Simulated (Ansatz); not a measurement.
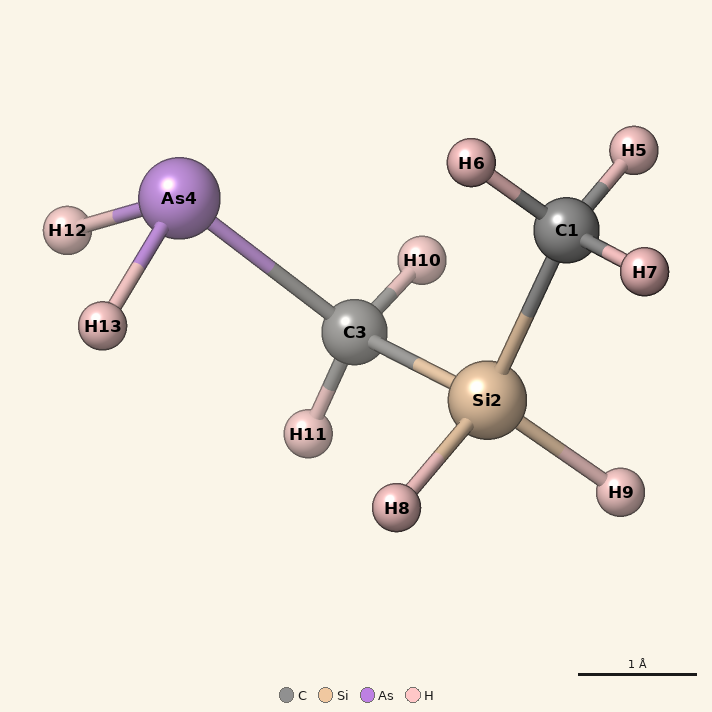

Orthographic view. Atoms fade into the background with distance from the viewer. The computed structure is the end point of a PBE0-D4/def2-TZVP optimisation. No frequency run is at hand to confirm it as a minimum.

Write a Z-matrix (Å, degrees) in the order of the atom numbers, with these reference atoms: 2 to 1; 3 to 2, 1; 4 to 3, 2, 1; 5 to 1, 2, 3; 6 to 1, 5, 2; 7 to 1, 6, 5; 8 to 2, 1, 7; 9 to 2, 8, 3; 10 to 3, 2, 8; 11 to 3, 10, 2; 12 to 4, 3, 11; 13 to 4, 12, 3.

```
C  
Si   1   1.870
C    2   1.874   1   111.6
As   3   1.979   2   112.6   1   -55.4
H    1   1.093   2   110.8   3   -59.6
H    1   1.093   5   107.9   2  -122.0
H    1   1.092   6   108.0   5   116.5
H    2   1.491   1   109.9   7    60.0
H    2   1.491   8   107.8   3  -118.1
H    3   1.094   2   109.4   8  -175.8
H    3   1.091  10   107.9   2  -119.6
H    4   1.525   3    96.5  11   -32.8
H    4   1.525  12    92.0   3   -96.0
```
